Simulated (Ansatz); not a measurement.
**Ti2NbB3: what a guessed cell relaxes into, part 1 of 3**

Aim: relax a trial structure of Ti2NbB3 and see where it ends.

Computed with Ansatz 0.2.0 (DFT PBE, scalar-relativistic, plane waves, PAW, unless a step's input says otherwise).

## (1) The system as given

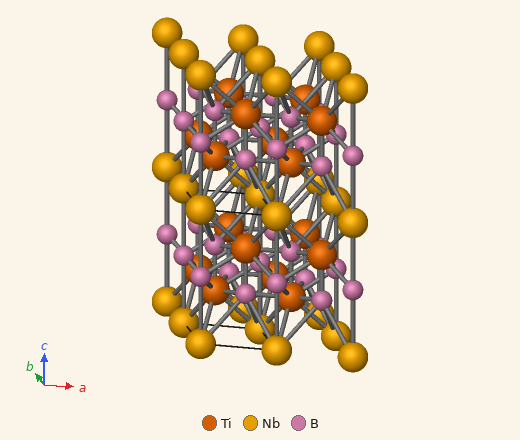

The starting structure, seen slightly off an axis (titanium orange, niobium amber, boron pink). 2×2×2 cells are drawn. Atoms on the faces are drawn again on the opposite ones.

Structure file:

```
CELL_PARAMETERS angstrom
3.37813 0.00000 0.00000
-1.68907 2.92555 0.00000
0.00000 0.00000 5.88883
ATOMIC_POSITIONS crystal
Ti 0.66667 0.33333 0.69023
Ti 0.33333 0.66667 0.30977
Nb 0.00000 0.00000 0.00000
B 0.66667 0.33333 0.35293
B 0.33333 0.66667 0.64707
B 0.00000 0.00000 0.50000
```

Recipe of the guess: species swapped into a database cell of Eu2H3Br (P-3m1, No. 164), with Ti on the Eu sites, B on the H sites and Nb on the Br sites. The dimensions are guesses.

## (2) A first look at the guess

input.yaml reads:

```yaml
crystal:
  lattice:
    - [3.37813467, 0.0, 0.0]
    - [-1.68906734, 2.92555044, 0.0]
    - [0.0, 0.0, 5.88883077]
  atoms:
    - { symbol: Ti, position: [0.66666667, 0.33333333, 0.69023442] }
    - { symbol: Ti, position: [0.33333333, 0.66666667, 0.30976558] }
    - { symbol: Nb, position: [0.0, 0.0, 0.0] }
    - { symbol: B, position: [0.66666667, 0.33333333, 0.3529343] }
    - { symbol: B, position: [0.33333333, 0.66666667, 0.6470657] }
    - { symbol: B, position: [0.0, 0.0, 0.5] }
basis:
  ecutwfc: 420
kpoints:
  mp_grid: { grid: [6, 6, 4] }
hamiltonian:
  xc: pbe
scf:
  occupations: { method: gaussian, width: 0.1 }
  lower_state_search: "off"
output:
  forces: true
  stress: true
  eigenvalues: true
```

On the command line:

```console
$ ansatz run input.yaml --threads 1 --pin off --max-ram 2560MiB --backend cpu --events-out ev --progress --plain --runs-dir out
```

Output (excerpt; [...] marks lines left out):

```text
Warning: RAYON_NUM_THREADS=1 ignored (pool sized by the plan → 1); use --threads N
[...]
Pseudopotentials: kind: paw
Pseudopotential: Ti, paw, valence charge 12, recommended cutoff 420 eV (normal), Ti.paw.azcp
Pseudopotential: Nb, paw, valence charge 13, recommended cutoff 420 eV (normal), Nb.paw.azcp
Pseudopotential: B, paw, valence charge 3, recommended cutoff 420 eV (normal), B.paw.azcp
Functional definition: PBE
[...]
Crystal: 6 atoms, lattice volume = 58.199 Å³
Basis set: ecut = 420 eV, 1135 PW (Γ), exchange–correlation on 48×48×80 points (8 copies of the dense FFT grid, shifted against one another)
Bands: 29, of which v1, the nominal top of the filled ones, is band 23 counted from 1 (22 counted from 0)
Symmetry: 12 space group operations
[...]
SCF converged after 6 iterations
Free energy (F): -10014.208847 eV
[...]
E sigma→0 (E₀):  -10014.204319 eV
Entropy (-TS):   -0.009057 eV (-1.509 meV/atom)
Fermi energy:    18.257597 eV
[...]
--- Forces (eV/Å), atoms counted from 1 ---
  atom   1  Ti     0.00000000    -0.00000000     1.67993936
  atom   2  Ti    -0.00000000     0.00000000    -1.67993936
  atom   3  Nb    -0.00000000     0.00000000     0.00000000
  atom   4  B     -0.00000000     0.00000000    -3.02256424
  atom   5  B      0.00000000    -0.00000000     3.02256424
  atom   6  B      0.00000000    -0.00000000     0.00000000
[...]
--- Stress (GPa, compression-positive) ---
       53.471763      -0.000000       0.000000
        0.000000      53.471763      -0.000000
        0.000000      -0.000000      46.610113
  P = ⅓ Tr σ = 51.1845 GPa (511.845 kbar)
--- Band table (eV; the first three rows and the last of 24) ---
[...]
```

It took 2.7 s on 1 thread of AMD EPYC 7R43 (Zen 3), shared host; peak memory 0.41 GiB.

The probe gives pressure 51.2 GPa, largest force 3.02 eV/Å, gap on this mesh none (metal). A cheap, loose relaxation comes first.

(Continued in part 2 of 3.)
